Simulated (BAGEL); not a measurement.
**RI-MP2/aug-cc-pVDZ (density fitting with qzvpp-jkfit) run of GaH3Se (SMILES [GaH2][SeH])**

Aim: the energy change on altering one bond length of GaH3Se at RI-MP2/aug-cc-pVDZ (density fitting with qzvpp-jkfit), from 2 runs. 

Program for the calculation: BAGEL 1.2.2.

1 further run of the same task is left out (it didn't finish).

## Step 1: Starting point

GaH3Se: 5 atoms, total charge 0, spin state singlet. As SMILES, `[GaH2][SeH]`. The coordinates come from a PBE0-D4/def2-TZVP relaxation.

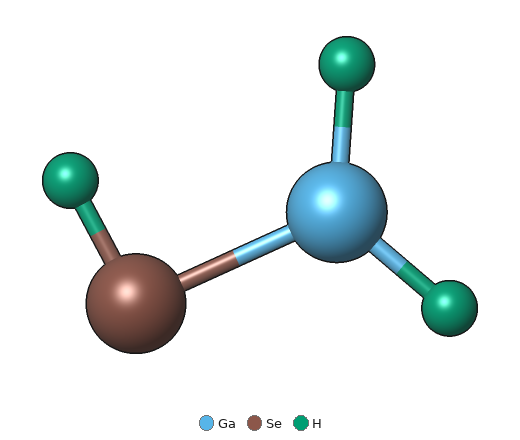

The structure, seen from a chosen angle (gallium blue, selenium brown, hydrogen teal).

## Step 2: The energy at RI-MP2/aug-cc-pVDZ (density fitting with qzvpp-jkfit)

Input file calc.json:

```json
{ "bagel": [

{
  "title": "molecule",
  "basis": "aug-cc-pvdz.json",
  "df_basis": "qzvpp-jkfit",
  "angstrom": true,
  "geometry": [
    { "atom": "Ga", "xyz": [   -0.491300,   -0.510600,   -0.176500 ] },
    { "atom": "Se", "xyz": [    0.747000,    1.439100,   -0.414500 ] },
    { "atom": "H", "xyz": [   -0.183900,   -1.440400,    1.037800 ] },
    { "atom": "H", "xyz": [   -1.567500,   -0.750300,   -1.280000 ] },
    { "atom": "H", "xyz": [    1.545600,    1.188600,    0.791900 ] }
  ]
},
{ "title": "hf" },
{ "title": "mp2", "ncore": 18 }

]}
```

The basis set aug-cc-pVDZ is read from a file made from the Basis Set Exchange's data (not shown).

On the command line:

```
$ BAGEL_NUM_THREADS=1 BAGEL calc.json > calc.out
```

The log of the run:

```text
* using 1 threads per process

  ===============================================================
  ===============================================================

  *** Geometry ***

  { "atom" : "Ga", "xyz" : [     -0.928422,     -0.964894,     -0.333537 ] },
  { "atom" : "Se", "xyz" : [      1.411625,      2.719505,     -0.783291 ] },
  { "atom" : "H", "xyz" : [     -0.347521,     -2.721962,      1.961158 ] },
  { "atom" : "H", "xyz" : [     -2.962146,     -1.417862,     -2.418849 ] },
  { "atom" : "H", "xyz" : [      2.920761,      2.246128,      1.496474 ] },

  Number of auxiliary basis functions:      586

  Since a DF basis is specified, we compute 2- and 3-index integrals:
    o Being stored without compression. Storage requirement is 0.046 GB

  Number of basis functions:       99
  Number of electrons      :       68

    * METHOD: MOLECULE                             0.60

  *** RHF ***

  === Nuclear Repulsion ===
   290.5987612895

      * DIIS with orbital gradients will be used.

  === RHF iteration (aug-cc-pvdz.json) ===
      0      -4324.74861904          0.00745444           0.22
      1      -4324.79778438          0.00277744           0.20
      2      -4324.80297686          0.00081794           0.20
      3      -4324.80361525          0.00016221           0.19
      4      -4324.80363450          0.00005023           0.20
      5      -4324.80363707          0.00001175           0.20
      6      -4324.80363720          0.00000232           0.19
      7      -4324.80363721          0.00000058           0.19
      8      -4324.80363721          0.00000014           0.17
      9      -4324.80363721          0.00000004           0.13
     10      -4324.80363721          0.00000001           0.18
     11      -4324.80363721          0.00000000           0.21
    * SCF iteration converged.

    * Permanent dipole moment:
           (    0.112161,     0.425612,    -0.246101) a.u.

    * METHOD: HF                                   2.81

  *** RHF ***

  === Nuclear Repulsion ===
   290.5987612895

      * DIIS with orbital gradients will be used.

  === RHF iteration (aug-cc-pvdz.json) ===
      0      -4324.80363721          0.00000000           0.20
    * SCF iteration converged.

    * Permanent dipole moment:
           (    0.112161,     0.425611,    -0.246101) a.u.

  === DF-MP2 calculation ===

    * freezing 18 orbitals
    * 3-index integral transformation done
    * assembly done

      MP2 correlation energy:   -0.2400712512      0.10

      MP2 total energy:       -4325.0437084566

    * METHOD: MP2                                  0.51

  ===============================================================
```

Run time: 4.2 s. Hardware: 1 thread of Intel Xeon 6975P-C (Granite Rapids), shared host; peak memory 0.19 GiB.

## Step 3: The distorted shape

Input file input.json:

```json
{ "bagel" : [

{
  "title" : "molecule",
  "basis" : "aug-cc-pvdz.json",
  "df_basis" : "qzvpp-jkfit",
  "angstrom" : true,
  "geometry" : [
    { "atom" : "Ga", "xyz" : [   -1.481953,   -2.070381,    0.013903 ] },
    { "atom" : "Se", "xyz" : [    0.747000,    1.439100,   -0.414500 ] },
    { "atom" : "H", "xyz" : [   -1.174553,   -3.000181,    1.228203 ] },
    { "atom" : "H", "xyz" : [   -2.558153,   -2.310081,   -1.089597 ] },
    { "atom" : "H", "xyz" : [    1.545600,    1.188600,    0.791900 ] }
  ]
},
{
  "title" : "hf",
  "charge" : 0
},
{
  "title" : "mp2",
  "charge" : 0,
  "ncore" : 18
}

]}
```

The basis set aug-cc-pVDZ is read from a file made from the Basis Set Exchange's data (not shown).

On the command line:

```
$ BAGEL_NUM_THREADS=1 BAGEL input.json > input.out
```

The log of the run:

```text
* using 1 threads per process

  ===============================================================
  ===============================================================

  *** Geometry ***

  { "atom" : "Ga", "xyz" : [     -2.800485,     -3.912453,      0.026273 ] },
  { "atom" : "Se", "xyz" : [      1.411625,      2.719505,     -0.783291 ] },
  { "atom" : "H", "xyz" : [     -2.219583,     -5.669520,      2.320967 ] },
  { "atom" : "H", "xyz" : [     -4.834209,     -4.365420,     -2.059040 ] },
  { "atom" : "H", "xyz" : [      2.920761,      2.246128,      1.496474 ] },

  Number of auxiliary basis functions:      586

  Since a DF basis is specified, we compute 2- and 3-index integrals:
    o Being stored without compression. Storage requirement is 0.046 GB

  Number of basis functions:       99
  Number of electrons      :       68

    * METHOD: MOLECULE                             0.57

  *** RHF ***

  === Nuclear Repulsion ===
   177.8454183899

      * DIIS with orbital gradients will be used.

  === RHF iteration (aug-cc-pvdz.json) ===
      0      -4324.56866409          0.00817527           0.21
      1      -4324.63029955          0.00639458           0.19
      2      -4324.66385696          0.00131415           0.13
      3      -4324.66627246          0.00041322           0.13
      4      -4324.66653417          0.00015493           0.18
      5      -4324.66659051          0.00005393           0.19
      6      -4324.66659858          0.00001231           0.20
      7      -4324.66659895          0.00000370           0.20
      8      -4324.66659898          0.00000109           0.20
      9      -4324.66659898          0.00000036           0.20
     10      -4324.66659898          0.00000018           0.20
     11      -4324.66659898          0.00000004           0.22
     12      -4324.66659898          0.00000002           0.19
     13      -4324.66659898          0.00000001           0.20
    * SCF iteration converged.

    * Permanent dipole moment:
           (    1.737445,     2.889114,    -0.472382) a.u.

    * METHOD: HF                                   3.14

  *** RHF ***

  === Nuclear Repulsion ===
   177.8454183899

      * DIIS with orbital gradients will be used.

  === RHF iteration (aug-cc-pvdz.json) ===
      0      -4324.66659898          0.00000000           0.21
    * SCF iteration converged.

    * Permanent dipole moment:
           (    1.737445,     2.889113,    -0.472382) a.u.

  === DF-MP2 calculation ===

    * freezing 18 orbitals
    * 3-index integral transformation done
    * assembly done

      MP2 correlation energy:   -0.2456805217      0.09

      MP2 total energy:       -4324.9122795031

    * METHOD: MP2                                  0.52

  ===============================================================
```

Run time: 4.5 s. Hardware: 1 thread of Intel Xeon 6975P-C (Granite Rapids), shared host; peak memory 0.19 GiB.

## Step 4: What came out

At RI-MP2/aug-cc-pVDZ (density fitting with qzvpp-jkfit), 18 core orbitals frozen:

| quantity | value |
| --- | --- |
| first shape: total energy | -4325.04371 Eh |
| first shape: correlation energy (18 core orbitals frozen) | -240.1 mEh |
| distorted shape: total energy | -4324.91228 Eh |
| distorted shape: correlation energy (18 core orbitals frozen) | -245.7 mEh |
| energy change with the Ga1–Se2 bond stretched from 2.322 to 4.179 Å | 3.576 eV |

What this shows: One bond (distorted shape) is far stretched, which a spin-restricted single reference describes badly; perturbation theory on it can break down and give far too much correlation. With the Ga1–Se2 bond stretched from 2.322 to 4.179 Å the energy rises by 3.58 eV (82 kcal/mol). The first shape isn't relaxed at this level, so the change isn't measured from a minimum. A restricted reference can't describe the breaking bond well at this length.
